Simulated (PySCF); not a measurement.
F₂OS, SMILES `O=S(F)F`.

Method: PBE0/def2-SVP; geometry: GFN2-xTB; program: PySCF. No frequency check shows the geometry to be a minimum. GFN2-xTB bond lengths at metals and heavier atoms can be off by up to 0.1 Å and shapes distorted, which carries into these values. Without diffuse functions Rydberg states are missing, so the states' numbers hold for this basis only.

Coordinates in Å:

```
O1      -1.3734   -0.0134    0.3741
S2      -0.2009   -0.0025   -0.4086
F3       0.7764    1.2084    0.1967
F4       0.8016   -1.1921    0.1972
```

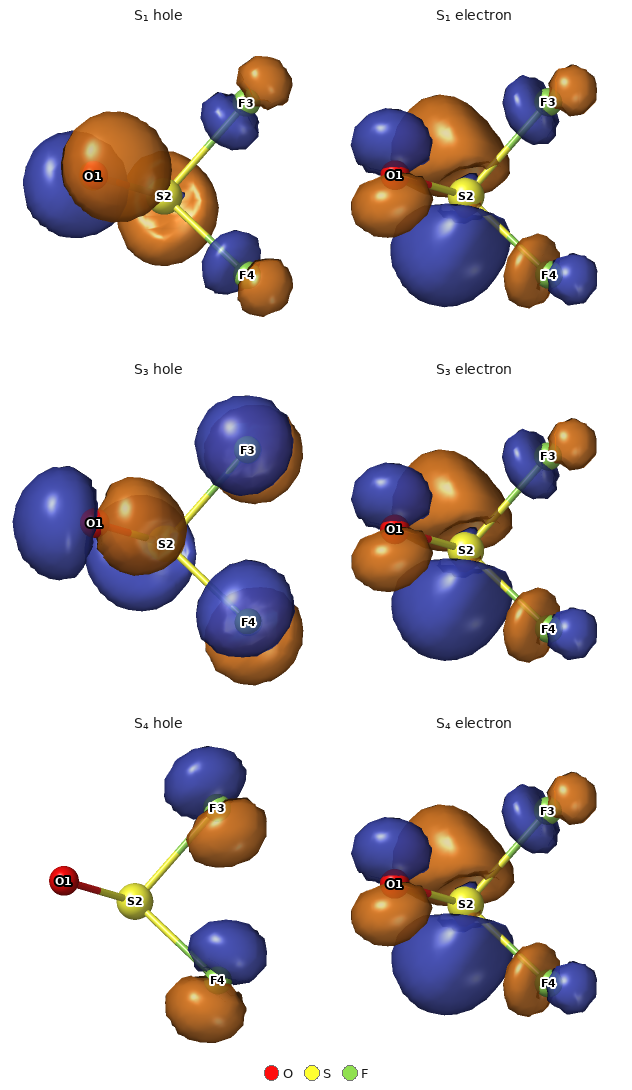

Leading natural transition orbitals (TDA singlet states).

Question: Describe these excited states.

Answer: By state:
- S₁: 6.67 eV (186 nm), f = 0.039; the leading pair carries 97 %; hole on O1 (56 %), S2 (25 %) and F3 and F4 (10 % each), electron on S2 (58 %), O1 (20 %) and F3 and F4 (11 % each); their centroids lie 0.5 Å apart.
- S₃: 8.16 eV (152 nm), f = 0.011; the leading pair carries 97 %; hole on F3 and F4 (28 % each), O1 (27 %) and S2 (17 %), electron on S2 (58 %), O1 (20 %) and F3 and F4 (11 % each); their centroids lie 0.5 Å apart.
- S₄: 8.51 eV (146 nm), f = 0.017; the leading pair carries 89 %; hole on F3 and F4 (45 % each) and S2 (7 %), electron on S2 (58 %), O1 (19 %) and F3 and F4 (12 % each); their centroids lie 1.1 Å apart; S₅ lies within 0.1 eV of it.

Run time: 16 s on 1 thread of Intel(R) Xeon(R) 6975P-C (Granite Rapids) (shared host), peak memory 0.34 GiB.
